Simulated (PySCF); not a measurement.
# One shape, several levels: GeSiH4F2 (SMILES F[SiH](F)[GeH3])

We compute a comparison of 5 runs (B3LYP/def2-SVP, CAM-B3LYP/def2-SVP, PBE/def2-SVP, PBE0/def2-SVP, wB97X/def2-SVP) of GeSiH4F2. Input form: a Python script.

Program for the calculation: PySCF 2.14.0.

1 further run of the same task is left out (set aside as unsound or not needed).

## Step 1: The structure to begin with

GeSiH4F2: 8 atoms, total charge 0, spin state singlet. As SMILES, `F[SiH](F)[GeH3]`. Geometry: relaxed at PBE0-D4/def2-TZVP.

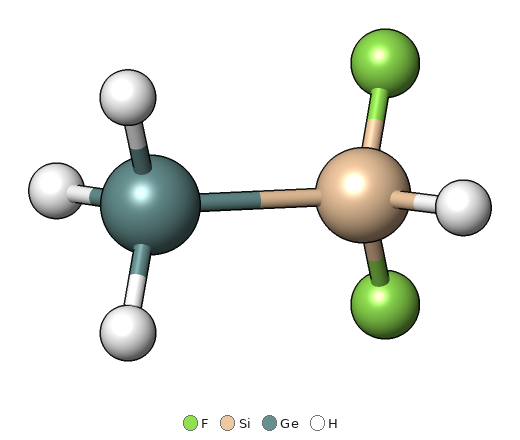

The structure, seen from a chosen angle (fluorine green, silicon light orange, germanium teal, hydrogen white).

## Step 2: A single-point energy at B3LYP/def2-SVP (run 1)

The input, input.py:

```python
from pyscf import gto, dft

mol = gto.M(
    atom='''
F    1.301800  -1.418600   1.197400
Si   1.139900  -0.126600   0.280900
F    1.983100  -0.386400  -1.044700
Ge  -1.151500   0.164400  -0.281300
H    1.776500   1.004200   0.994900
H   -1.970000   0.389600   0.998800
H   -1.682300  -1.076600  -1.011200
H   -1.305500   1.392900  -1.190400
''',
    basis='def2-svp',
    charge=0,
    max_memory=1860,
    verbose=3,
)

mf = dft.RKS(mol)
mf.xc = 'b3lyp'
mf.grids.level = 5
mf.conv_tol = 1e-10
mf.kernel()
if not mf.converged:
    mf = mf.newton().run(mf.mo_coeff, mf.mo_occ)

energy = mf.e_tot
print('Final energy', energy)
```

Command:

```
$ OMP_NUM_THREADS=1 python input.py
```

Log:

```text
converged SCF energy = -2568.25021133929
Final energy -2568.2502113392907
```

Run time: 21 s. Hardware: 1 thread of Intel Xeon at 2.70GHz, shared host; peak memory 0.52 GiB.

## Step 3: A single-point energy at CAM-B3LYP/def2-SVP (run 2)

The input, geometry.xyz:

```xyz
8

F      1.301800    -1.418600     1.197400
Si     1.139900    -0.126600     0.280900
F      1.983100    -0.386400    -1.044700
Ge    -1.151500     0.164400    -0.281300
H      1.776500     1.004200     0.994900
H     -1.970000     0.389600     0.998800
H     -1.682300    -1.076600    -1.011200
H     -1.305500     1.392900    -1.190400
```

The input, calc.py:

```python
from pyscf import gto, dft

mol = gto.M(
    atom='geometry.xyz',
    charge=0,
    spin=0,
    verbose=3,
    max_memory=1860,
    basis='def2-svp',
)

calc0 = dft.RKS(mol)
calc0.xc = 'cam-b3lyp'
calc0.grids.level = 5
calc0.conv_tol = 1e-10
calc0.kernel()
if not calc0.converged:
    calc0 = calc0.newton().run(calc0.mo_coeff, calc0.mo_occ)

e_tot = calc0.e_tot
print('E(%s) = %.9f' % ('CAM-B3LYP', e_tot))
```

Command:

```
$ OMP_NUM_THREADS=1 python calc.py
```

Log:

```text
converged SCF energy = -2568.26189799811
E(CAM-B3LYP) = -2568.261897998
```

Run time: 30 s. Hardware: 1 thread of Intel Xeon at 2.70GHz, shared host; peak memory 0.52 GiB.

## Step 4: The energy at PBE/def2-SVP (run 3)

The input, input.xyz:

```xyz
8
F2GeH4Si
F      1.301800    -1.418600     1.197400
Si     1.139900    -0.126600     0.280900
F      1.983100    -0.386400    -1.044700
Ge    -1.151500     0.164400    -0.281300
H      1.776500     1.004200     0.994900
H     -1.970000     0.389600     0.998800
H     -1.682300    -1.076600    -1.011200
H     -1.305500     1.392900    -1.190400
```

The input, run.py:

```python
# F[SiH](F)[GeH3]
from pyscf import gto, dft

molecule = gto.M(
    atom='input.xyz',
    max_memory=1860,
    verbose=3,
    basis='def2-svp',
    spin=0,
)

mf = dft.RKS(molecule, xc='pbe')
mf.conv_tol = 1e-10
mf.grids.level = 5
mf.kernel()
if not mf.converged:
    mf = mf.newton().run(mf.mo_coeff, mf.mo_occ)

energy = mf.e_tot
print('E = %.10f Eh' % energy)
```

Command:

```
$ OMP_NUM_THREADS=1 python run.py
```

Log:

```text
converged SCF energy = -2567.51707035425
E = -2567.5170703542 Eh
```

It took 23 s on 1 thread of Intel Xeon at 2.70GHz, shared host; peak memory 0.52 GiB.

Run 4 isn't shown in full; the table further down has it.

## Step 5: The energy at wB97X/def2-SVP (run 5)

The input, run.py:

```python
from pyscf import gto, dft

mol = gto.M(
    atom='''
F      2.460045    -2.680765     2.262758
Si     2.154099    -0.239239     0.530824
F      3.747516    -0.730190    -1.974197
Ge    -2.176020     0.310671    -0.531580
H      3.357098     1.897663     1.880089
H     -3.722760     0.736237     1.887458
H     -3.179086    -2.034479    -1.910891
H     -2.467037     2.632200    -2.249530
''',
    max_memory=1860,
    verbose=3,
    unit='bohr',
    charge=0,
    basis='def2-svp',
)

mf = dft.RKS(mol)
mf.xc = 'wb97x'
mf.grids.level = 5
mf.conv_tol = 1e-10
mf.kernel()
if not mf.converged:
    mf = mf.newton().run(mf.mo_coeff, mf.mo_occ)

etot = mf.e_tot
print('Final energy', etot)
```

Command:

```
$ OMP_NUM_THREADS=1 python run.py
```

Log:

```text
converged SCF energy = -2568.17950406458
Final energy -2568.1795040645825
```

Wall time 28 s (1 thread of Intel Xeon at 2.70GHz, shared host); peak memory 0.52 GiB.

## Step 6: Overview of the runs

```csv
run,level,energy (Eh),dipole moment (D),HOMO energy (eV),LUMO energy (eV),wall time
1,B3LYP/def2-SVP,-2568.250211,1.50,-8.23,-0.12,21 s
2,CAM-B3LYP/def2-SVP,-2568.261898,1.55,-9.73,1.17,30 s
3,PBE/def2-SVP,-2567.517070,1.34,-7.16,-0.78,23 s
4,PBE0/def2-SVP,-2567.606937,1.57,-8.47,0.03,21 s
5,wB97X/def2-SVP,-2568.179504,1.58,-10.74,2.16,28 s
```

## Step 7: Outcome

| quantity | value |
| --- | --- |
| run 5: total energy | -2568.17950 Eh |
| run 5: dipole moment | 1.58 D |
| run 5: HOMO energy | -10.74 eV |
| run 5: LUMO energy | 2.16 eV |
| run 5: HOMO–LUMO gap | 12.90 eV |

The dipole moment (its size) runs from 1.34 D (PBE/def2-SVP) to 1.58 D (wB97X/def2-SVP). The HOMO–LUMO gap runs from 6.39 eV (PBE/def2-SVP) to 12.90 eV (wB97X/def2-SVP). Totals of different functionals can't be ranked against each other. All runs together took 2 min, the longest 30 s.
